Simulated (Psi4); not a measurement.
# MN15/pcseg-1 (sweep point 2) run of SiH3Br (SiBrH3)

What is the vertical ionisation energy of SiH3Br (SiBrH3) at MN15/pcseg-1 (sweep point 2)? 

The calculation is run with Psi4 1.11.

### 1 Starting point

SiH3Br has 5 atoms, charge 0, and is taken as a singlet. As SMILES, `[H][Si]([H])([H])Br`. The coordinates come from a GFN2-xTB relaxation.

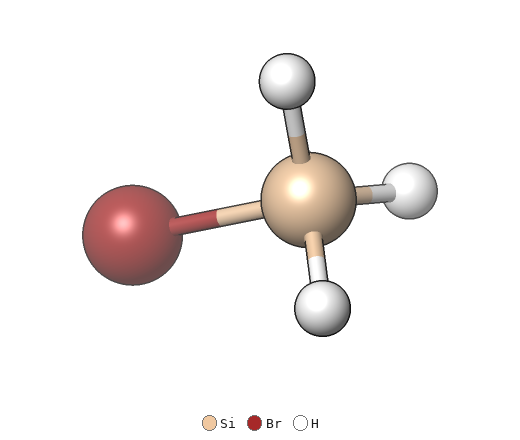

Viewed from a chosen angle; silicon light orange, bromine red, hydrogen white.

### 2 A single-point energy at MN15/pcseg-1 (sweep point 2)

job.in

```
memory 1.6 GB

molecule {
  0 1
  Si    -0.00315584     0.00355269    -0.39196699
  Br     0.02486880    -0.03732209     3.78478128
  H      2.63817105     0.02059801    -1.14600551
  H     -1.33773712     2.29749123    -1.09999068
  H     -1.32214688    -2.28433873    -1.14683699
  units au
  symmetry c1
}

set basis pcseg-1
set reference rks
set puream true
set scf_type pk
set dft_radial_points 99
set dft_spherical_points 590

E = energy("mn15")
print_variables()
```

The run is started by

```
$ psi4 -n 1 job.in job.out
```

job.out:

```text
[...]
  Running in c1 symmetry.
[...]
  Nuclear repulsion =  152.061548387040659
[...]
  Multiplicity = 1
[...]
  Nalpha       = 26
  Nbeta        = 26
[...]
    Number of basis functions: 60
[...]
   @RKS iter   1: -2865.33802801875026   -1.44523e+00   9.81302e-03 DIIS/ADIIS
[...]
   @RKS iter   7: -2865.47336898751564   -1.74009e-08   4.33053e-07 DIIS
[...]
    Orbital Energies [Eh]
    ---------------------
    Doubly Occupied:
       1A   -479.797099     2A    -65.311593     3A    -61.173765
       4A    -55.821357     5A    -55.817662     6A    -55.817661
       7A     -8.257098     8A     -6.381534     9A     -6.371245
      10A     -6.371242    11A     -5.213669    12A     -3.736669
      13A     -3.731728    14A     -3.731728    15A     -2.670039
      16A     -2.667053    17A     -2.667050    18A     -2.658844
      19A     -2.658843    20A     -0.806307    21A     -0.587806
      22A     -0.424205    23A     -0.424169    24A     -0.403012
      25A     -0.329235    26A     -0.329200
[...]
  @RKS Final Energy: -2865.47336898751564
   => Energetics <=
    Nuclear Repulsion Energy =            152.0615483870406592
    One-Electron Energy =               -4287.7454207388227587
    Two-Electron Energy =                1335.0458812826720987
    DFT Exchange-Correlation Energy =     -64.8353779184051575
    Empirical Dispersion Energy =           0.0000000000000000
    VV10 Nonlocal Energy =                  0.0000000000000000
    Total Energy =                      -2865.4733689875156415
[...]
 Multipole Moments:
 ------------------------------------------------------------------------------------
     Multipole            Electronic (a.u.)      Nuclear  (a.u.)        Total (a.u.)
 ------------------------------------------------------------------------------------
 L = 1.  Multiply by 2.5417464519 to convert [e a0] to [Debye]
 Dipole X            :          0.0665301           -0.0718287           -0.0052986
 Dipole Y            :         -0.1007472            0.1075018            0.0067546
 Dipole Z            :         10.1927650          -10.9102759           -0.7175109
 Magnitude           :                                                    0.7175623
[...]
```

Wall time 12 s (1 thread of Intel Xeon Platinum 8259CL at 2.50GHz (Skylake/Cascade Lake), shared host); peak memory 1.2 GiB.

### 3 The doublet cation

job.in

```
memory 1.6 GB

molecule system {
  1 2
  Si    -0.00315584     0.00355269    -0.39196699
  Br     0.02486880    -0.03732209     3.78478128
  H      2.63817105     0.02059801    -1.14600551
  H     -1.33773712     2.29749123    -1.09999068
  H     -1.32214688    -2.28433873    -1.14683699
  units bohr
  symmetry c1
}

set {
  basis pcseg-1
  reference uks
  puream true
  scf_type pk
  dft_radial_points 99
  dft_spherical_points 590
  maxiter 150
}

result, w = energy('mn15', return_wfn=True)
```

The run is started by

```
$ psi4 job.in job.out -n 1
```

job.out:

```text
[...]
  Running in c1 symmetry.
[...]
  Nuclear repulsion =  152.061548387040659
[...]
  Multiplicity = 2
[...]
  Nalpha       = 26
  Nbeta        = 25
[...]
    Number of basis functions: 60
[...]
   @UKS iter   1: -2865.01423386203760   -1.12144e+00   7.58991e-03 ADIIS/DIIS
[...]
   @UKS iter   9: -2865.07412388474722   -2.60825e-08   6.66093e-07 DIIS
[...]
   @S^2 Observed:                7.529953046E-01
[...]
    Orbital Energies [Eh]
    ---------------------
    Alpha Occupied:
       1A   -480.135746     2A    -65.536178     3A    -61.512702
       4A    -56.160694     5A    -56.156399     6A    -56.152899
       7A     -8.594330     8A     -6.723190     9A     -6.711181
      10A     -6.701379    11A     -5.441512    12A     -3.966074
      13A     -3.958908    14A     -3.957352    15A     -3.011157
      16A     -3.009611    17A     -3.001839    18A     -2.993262
      19A     -2.992238    20A     -1.129594    21A     -0.827176
      22A     -0.694111    23A     -0.680437    24A     -0.663015
      25A     -0.622952    26A     -0.599856
    Alpha Virtual:
[...]
  @UKS Final Energy: -2865.07412388474722
   => Energetics <=
    Nuclear Repulsion Energy =            152.0615483870406592
    One-Electron Energy =               -4272.3235137886331358
    Two-Electron Energy =                1319.8330227031515278
    DFT Exchange-Correlation Energy =     -64.6451811863060186
    Empirical Dispersion Energy =           0.0000000000000000
    VV10 Nonlocal Energy =                  0.0000000000000000
    Total Energy =                      -2865.0741238847472232
[...]
 Multipole Moments:
 ------------------------------------------------------------------------------------
     Multipole            Electronic (a.u.)      Nuclear  (a.u.)        Total (a.u.)
 ------------------------------------------------------------------------------------
 L = 1.  Multiply by 2.5417464519 to convert [e a0] to [Debye]
 Dipole X            :          0.1556873           -0.0718287            0.0838587
 Dipole Y            :         -0.0500217            0.1075018            0.0574801
 Dipole Z            :          9.7904238          -10.9102759           -1.1198521
 Magnitude           :                                                    1.1244576
[...]
```

Run time: 20 s. Hardware: 1 thread of Intel Xeon Platinum 8259CL at 2.50GHz (Skylake/Cascade Lake), shared host; peak memory 1.2 GiB.

### 4 Results

Level: MN15/pcseg-1 (sweep point 2).

```
                                          quantity           value
                      singlet SiH3Br: total energy  -2865.47337 Eh
                     singlet SiH3Br: dipole moment          1.82 D
                       singlet SiH3Br: HOMO energy        -8.96 eV
                       singlet SiH3Br: LUMO energy         0.25 eV
                     singlet SiH3Br: HOMO–LUMO gap         9.21 eV
                      doublet cation: total energy  -2865.07412 Eh
doublet cation: HOMO energy (highest over α and β)       -16.07 eV
 doublet cation: LUMO energy (lowest over α and β)       -12.69 eV
                              doublet cation: ⟨S²⟩           0.753
vertical ionisation energy (to the doublet cation)       10.864 eV
```

**Reading.** The vertical ionisation energy comes to 10.86 eV (251 kcal/mol). The negative HOMO energy of the first species, 8.96 eV, lies 1.91 eV below that difference.
